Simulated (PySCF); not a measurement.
Vertical excitations of a molecule C3H7FOSi from TDA-PBE/def2-SVPD (PySCF 2.14.0), as energy in eV (oscillator strength): 5.35 (0.003), 6.09 (0.001), 6.30 (0.012), 6.46 (0.008), 6.80 (0.120), 6.86 (0.080), 7.02 (0.004), 7.11 (0.005), 7.15 (0.012), 7.27 (0.084). Lowest triplet (TDA): 4.32 eV. Geometry optimised at PBE0-D3(BJ)/def2-SVP. Other conformers were not sampled.

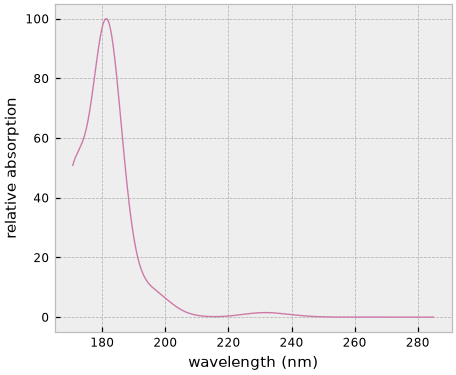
Figure: The lines broadened by 0.4 eV.

Which molecule gave these data?
(A) C[Si](C)(F)C=O
(B) C/C(=C\F)[SiH2]O
(C) O=C[C@@H](F)C[SiH3]
(D) O[C@@H]1C[C@]1(F)[SiH3]

B, C/C(=C\F)[SiH2]O
